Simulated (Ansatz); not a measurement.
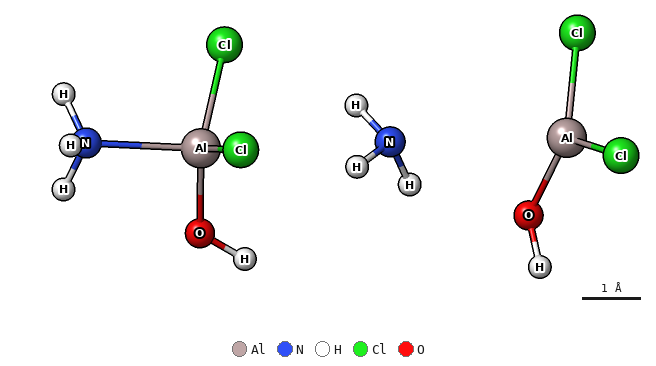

Two geometries of AlNH4OCl2, drawn at one scale. One is the start of a relaxation, the other its converged end. The picture is a ball-and-stick view, seen face on.

Theory: RKS B3LYP/def2-SVP (Ansatz). Set-up: no spin polarisation; force threshold 0.03 eV/Å; at most 50 steps.

### Which one is relaxed?

The left one is the relaxed one. The run prepares an end point of a later path (reaction) calculation, from a guessed geometry. The energy falls by 1.241 eV in 10 geometry steps. Largest force component: 1.1 eV/Å at the start, 0.0043 eV/Å at the end. The atom that moves furthest after the best rigid fit is a Cl atom (0.94 Å). By element the largest moves are Cl 0.94 Å, H 0.84 Å, Al 0.69 Å, N 0.43 Å, O 0.31 Å. Some distances before and after: Al–N 3.098 → 2.013 Å, Al–Cl 2.095 → 2.140 Å, Al–O 1.751 → 1.720 Å, H–N 1.040 → 1.025 Å. New bonds form, among them: Al–N (3.10 → 2.01 Å). Among the angles between lasting bonds that change: Cl–Al–Cl 120.7° → 114.8°, Al–O–H 119.6° → 124.7°, Cl–Al–O 120.3° → 118.3°. Groups turn about Al–O by about 75°.

Limits of the set-up: the start holds two separate molecules, 2.2 Å apart at their closest, whose relative position is a soft coordinate and is computed without a dispersion correction.
